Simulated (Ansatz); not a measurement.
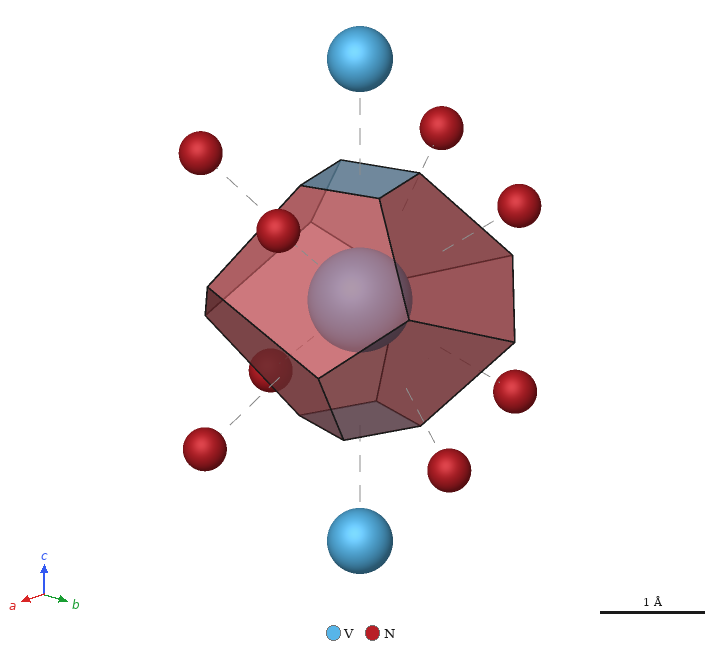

The polyhedron is the computed Voronoi (Dirichlet) cell of the central atom: each face lies in the plane that bisects the line to a neighbour. Central atom: V (4a) in VN2; faces take the colour of the neighbour behind them. Source: coordinates from a relaxation with DFT r2SCAN, scalar-relativistic, plane waves, PAW (Ansatz 0.2.0).

VN2, space group I4/mcm (No. 140), a = 4.293 Å, b = 4.293 Å, c = 4.914 Å, α = 90.00°, β = 90.00°, γ = 90.00°

```tsv
site	Wyckoff	x	y	z
V	4a	0.0000	0.0000	0.2500
N	8h	0.6141	0.1141	0.0000
```

> What is the volume of this Voronoi cell?

7.7 Å³, against a mean of 7.5 Å³ per atom in this structure.

> Give the Voronoi index ⟨n3,n4,n5,n6,…⟩ (numbers of faces with 3, 4, 5, 6 … edges).

10 faces, index ⟨0,2,8,0⟩: the ten-faced cell of a bicapped square antiprism.
